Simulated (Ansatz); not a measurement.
HCN (SMILES C#N)

The calculation's input:

```
crystal:
  periodic: [false, false, false]
  atoms:
    - {symbol: C, position_ang: [-0.005600, -0.024400, -0.005600]}
    - {symbol: "N", position_ang: [0.252000, 1.061000, 0.255200]}
    - {symbol: H, position_ang: [-0.246400, -1.036600, -0.249500]}
basis:
  gaussian:
    orbitals: def2-SVP
hamiltonian:
  xc: hf
accuracy: high
output: {forces: true, orbitals: {seedname: orbitals}}
```

Launched as:

```sh
ansatz run job.yaml --threads 1 --pin off --max-ram 2610MiB --events-out events.jsonl --progress --plain --runs-dir runs
```

Geometry: PBE0-D4/def2-TZVP.

All numbers below come from isolated molecule in a Gaussian basis; Hartree-Fock (Ansatz).

### What will maps of the electron density and electron localisation function show?

C–N (1.15 Å): the density is about 3.7 e/Å³ at the midpoint; the ELF peaks at about 0.85 between the atoms; a short, multiple covalent bond.
C–H (1.07 Å): ρ at the midpoint is about 2.1 e/Å³; the ELF climbs to about 1 towards the hydrogen, as it does in any bond to H: an ordinary covalent bond to hydrogen.

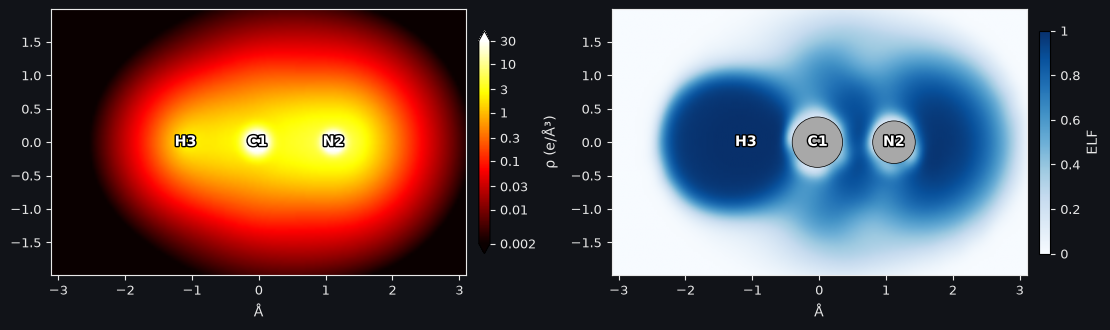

Computed electron density and electron localisation function on a plane that holds the molecular axis, in this order. Grey discs cover the atomic cores in the ELF map. 
